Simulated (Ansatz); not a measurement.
# H5OSbSi: inversion of the pyramid at Sb3, part 2 of 2

Wanted: the energy profile along the inversion of the pyramid at Sb3, from relaxed end points and a band of images. SMILES of the start: O[SiH2][SbH2].

Ansatz 0.2.0; RKS LDA/def2-mTZVP. Earlier steps stand in the parts before.

## 5. The band, image by image

Images 0 and 10 are the ends. Energies count from image 0; the path length is the program's own measure over all atoms.

```tsv
image	path (Å)	energy (eV)	sum of angles at Sb3 (°)	band force (eV/Å)
0	0.000	0.0000	266.7	-
1	0.325	0.0177	276.5	0.004
2	0.650	0.0755	286.5	0.003
3	0.976	0.1802	300.2	0.008
4	1.301	0.4262	324.9	0.011
5	1.626	1.0262	351.0	0.048
6*	1.951	1.4463	359.9	0.036
7	2.304	0.9486	344.8	0.036
8	2.656	0.2812	313.2	0.028
9	3.009	0.0512	285.5	0.010
10	3.361	0.0069	270.4	-
```

The star marks the climbing image.

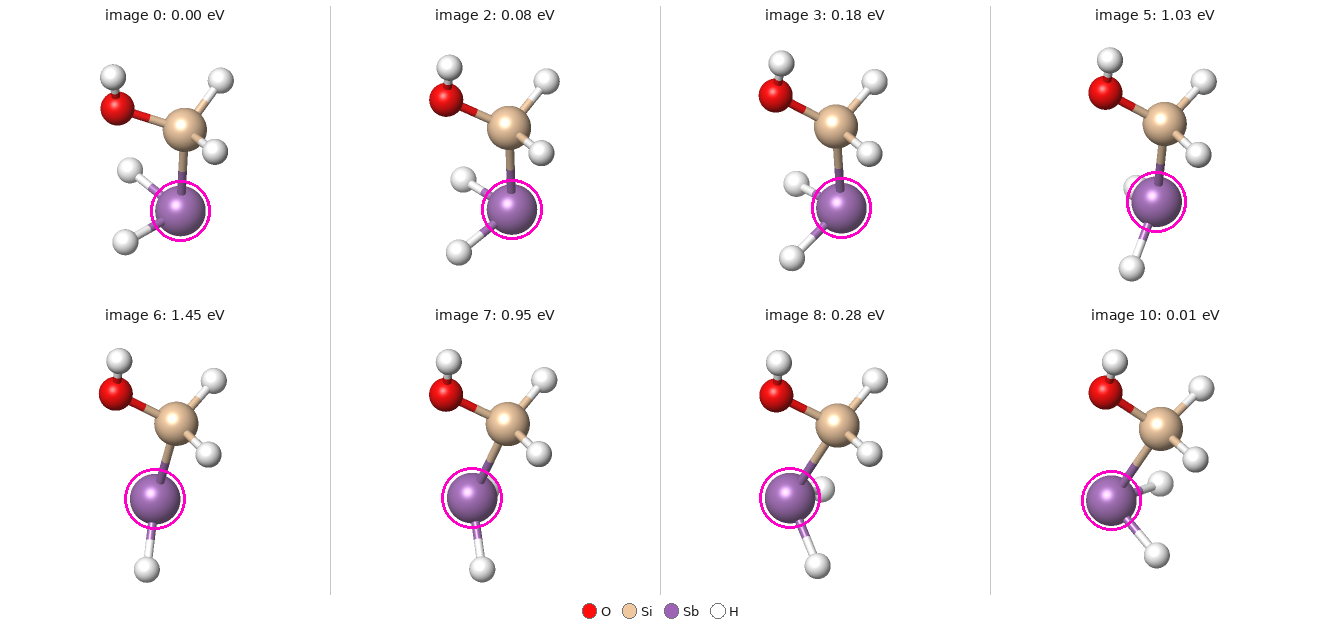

The images of the last band, seen from a free direction. Ringed: Sb3. Sticks join atoms closer than a bonding distance in each image.

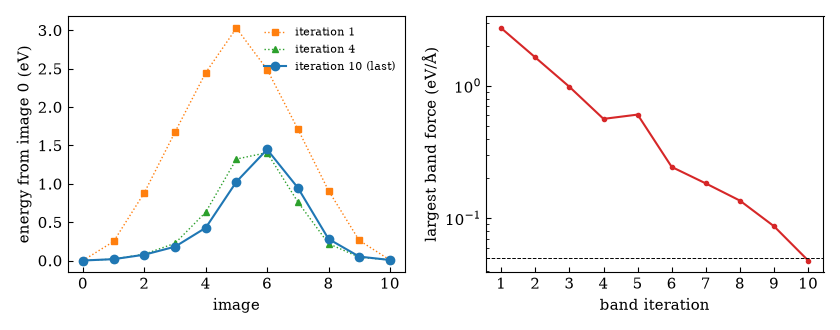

Left: energy of each image for early iterations and the last one (lines only join the points; early values far above the last band run off the scale). Right: the largest band force by iteration, with the threshold dashed.

How the highest energy settled:

```tsv
iteration	highest image above image 0 (eV)	largest band force (eV/Å)
1	3.0272	2.731
2	2.2249	1.641
3	1.7056	0.984
4	1.4051	0.563
5	1.4158	0.607
6	1.4538	0.244
7	1.4486	0.183
8	1.4476	0.136
9	1.4469	0.087
10	1.4463	0.048
```

Positions of all images (Å):

```xyz
8
image=0 dE=0.0000
O    -1.141   -0.156   -0.981
Si   -0.129    0.763   -0.041
Sb    1.485   -0.789    1.174
H    -1.813    0.321   -1.505
H     0.655    1.739   -0.873
H    -0.900    1.565    0.971
H     1.700   -1.643   -0.308
H     0.143   -1.800    1.563
8
image=1 dE=0.0177
O    -1.244   -0.087   -1.051
Si   -0.175    0.729   -0.079
Sb    1.481   -0.760    1.172
H    -1.869    0.469   -1.555
H     0.647    1.696   -0.885
H    -0.905    1.524    0.968
H     1.816   -1.707   -0.227
H     0.250   -1.863    1.657
8
image=2 dE=0.0755
O    -1.344   -0.018   -1.124
Si   -0.225    0.689   -0.122
Sb    1.470   -0.734    1.165
H    -1.925    0.607   -1.601
H     0.637    1.645   -0.898
H    -0.913    1.474    0.961
H     1.938   -1.754   -0.140
H     0.362   -1.909    1.759
8
image=3 dE=0.1802
O    -1.439    0.050   -1.192
Si   -0.281    0.655   -0.169
Sb    1.439   -0.720    1.139
H    -1.985    0.719   -1.652
H     0.630    1.596   -0.908
H    -0.919    1.424    0.955
H     2.081   -1.784   -0.055
H     0.476   -1.939    1.883
8
image=4 dE=0.4262
O    -1.504    0.097   -1.238
Si   -0.333    0.650   -0.211
Sb    1.339   -0.763    1.052
H    -2.042    0.766   -1.703
H     0.633    1.570   -0.912
H    -0.919    1.396    0.959
H     2.253   -1.778    0.010
H     0.573   -1.938    2.042
8
image=5 dE=1.0262
O    -1.503    0.098   -1.236
Si   -0.348    0.678   -0.221
Sb    1.176   -0.888    0.907
H    -2.054    0.743   -1.717
H     0.637    1.574   -0.924
H    -0.931    1.397    0.966
H     2.380   -1.718    0.063
H     0.644   -1.884    2.163
8
image=6 dE=1.4463
O    -1.482    0.087   -1.219
Si   -0.337    0.713   -0.209
Sb    1.020   -1.062    0.764
H    -2.045    0.716   -1.711
H     0.634    1.585   -0.941
H    -0.947    1.406    0.967
H     2.451   -1.640    0.118
H     0.706   -1.805    2.231
8
image=7 dE=0.9486
O    -1.457    0.075   -1.201
Si   -0.317    0.735   -0.191
Sb    0.880   -1.292    0.631
H    -2.031    0.690   -1.700
H     0.627    1.606   -0.951
H    -0.960    1.427    0.964
H     2.492   -1.539    0.179
H     0.765   -1.702    2.269
8
image=8 dE=0.2812
O    -1.439    0.066   -1.188
Si   -0.289    0.705   -0.171
Sb    0.773   -1.526    0.524
H    -2.016    0.678   -1.684
H     0.629    1.615   -0.934
H    -0.944    1.439    0.962
H     2.470   -1.410    0.245
H     0.817   -1.567    2.246
8
image=9 dE=0.0512
O    -1.448    0.061   -1.201
Si   -0.270    0.614   -0.164
Sb    0.727   -1.671    0.475
H    -2.004    0.716   -1.662
H     0.670    1.545   -0.880
H    -0.882    1.375    0.980
H     2.387   -1.245    0.277
H     0.819   -1.395    2.175
8
image=10 dE=0.0069
O    -1.480    0.093   -1.244
Si   -0.274    0.513   -0.180
Sb    0.743   -1.737    0.485
H    -2.007    0.817   -1.630
H     0.735    1.412   -0.838
H    -0.834    1.245    1.007
H     2.330   -1.101    0.264
H     0.787   -1.241    2.136
```

## 6. Frequencies at the highest image

The geometry is the highest inner image of the first converged band.

Contents of input.yaml:

```yaml
crystal:
  periodic: [false, false, false]
  atoms:
    - { symbol: O, position_ang: [-1.48152, 0.086525, -1.219184] }
    - { symbol: Si, position_ang: [-0.336977, 0.713094, -0.209227] }
    - { symbol: Sb, position_ang: [1.019695, -1.062147, 0.764374] }
    - { symbol: H, position_ang: [-2.044746, 0.716425, -1.711036] }
    - { symbol: H, position_ang: [0.633637, 1.584862, -0.941022] }
    - { symbol: H, position_ang: [-0.947216, 1.406173, 0.967316] }
    - { symbol: H, position_ang: [2.451254, -1.639832, 0.118259] }
    - { symbol: H, position_ang: [0.705874, -1.80511, 2.230519] }
basis:
  gaussian: { orbitals: def2-mTZVP }
hamiltonian:
  xc: lda
phonons: {}
```

Run with:

```sh
> ansatz run input.yaml --threads 2 --pin off --max-ram 3072MiB --backend cpu --events-out ev --progress --plain --runs-dir out
```

The log of the run, cut to the lines that bear on the results:

```text
Warning: RAYON_NUM_THREADS=2 ignored (pool sized by the plan → 2); use --threads N
[...]
Functional definition: SPW92
[...]
958 factors; their error is unknown
[...]
mean field -16486.62329153 eV, -605.8722309290 hartree, gradient 2.8e-5 eV, S^2 0.000000; 0 other end points of the search recorded, 0 dependent functions left out
[...]
reference -16486.62333547 eV, -605.8722325438 hartree; 25, 25 occupied and 72, 72 virtual orbitals, 958 factors
[...]
958 factors; their error is unknown
mean field -16486.62313776 eV, -605.8722252783 hartree, gradient 2.6e-6 eV, S^2 0.000000; 0 other end points of the search recorded, 0 dependent functions left out
[...]
reference -16486.62318171 eV, -605.8722268932 hartree; 25, 25 occupied and 72, 72 virtual orbitals, 958 factors
[...]
958 factors; their error is unknown
mean field -16486.62325198 eV, -605.8722294758 hartree, gradient 2.7e-6 eV, S^2 0.000000; 0 other end points of the search recorded, 0 dependent functions left out
[...]
WARN: phonons: modes at or below zero, which the zero-point energy, F, S and C_V leave out: 2, the lowest at -672.07 cm⁻¹. A minimum has none, and a first-order saddle one
[...]
Total energy: -16486.62333547 eV, -605.8722325438 hartree
Atom 0 at    -1.481520     0.086525    -1.219184 Å, force    -0.022809    -0.014090    -0.014207 eV/Å
Atom 1 at    -0.336977     0.713094    -0.209227 Å, force     0.035928     0.011085     0.032822 eV/Å
Atom 2 at     1.019695    -1.062147     0.764374 Å, force     0.001390    -0.004468     0.000907 eV/Å
Atom 3 at    -2.044746     0.716425    -1.711036 Å, force     0.009875     0.003354    -0.001264 eV/Å
Atom 4 at     0.633637     1.584862    -0.941022 Å, force    -0.012215     0.000771    -0.005870 eV/Å
Atom 5 at    -0.947216     1.406173     0.967316 Å, force    -0.003860    -0.003602    -0.006424 eV/Å
Atom 6 at     2.451254    -1.639832     0.118259 Å, force    -0.007551     0.002107    -0.001157 eV/Å
Atom 7 at     0.705874    -1.805110     2.230519 Å, force    -0.000759     0.004843    -0.004808 eV/Å
Dipole moment:    -0.137140     0.277241    -0.115742 e Å
Vibrations: -672.07 -198.01 165.02 186.18 296.59 351.07 524.77 699.78 723.89 754.42 819.24 875.23 904.04 2034.86 2069.02 2154.94 2169.10 3692.78 cm⁻¹, zero-point energy 1.141951 eV
```

Wall time 45 s (2 threads of Intel Xeon Platinum 8375C at 2.90GHz (Ice Lake), shared host); peak memory 0.14 GiB.

Of 18 modes, 2 are imaginary by more than 30 cm⁻¹ (672i, 198i cm⁻¹).

## 7. Summary of results

What follows sums up all 2 parts.

| quantity | value |
| --- | --- |
| end A | 5 moves, 0.128 eV lower |
| end B | 4 moves, 0.093 eV lower |
| barrier forwards | 1.45 eV |
| barrier backwards | 1.44 eV |
| second end relative to first | +0.007 eV |
| highest image | 6 of 0 to 10, climbing |
| band iterations | 10 |
| imaginary modes at the top | 672i, 198i cm⁻¹ |

The top lies 1.45 eV above the first end, or 56 kT at room temperature, which at an assumed attempt frequency of 10^13 s⁻¹ means a rate near 10^-11 s⁻¹. Both ends agree in energy to 7 meV. 2 imaginary modes mean a saddle of higher order, so a lower path exists. Zero-point energy and entropy are left out.
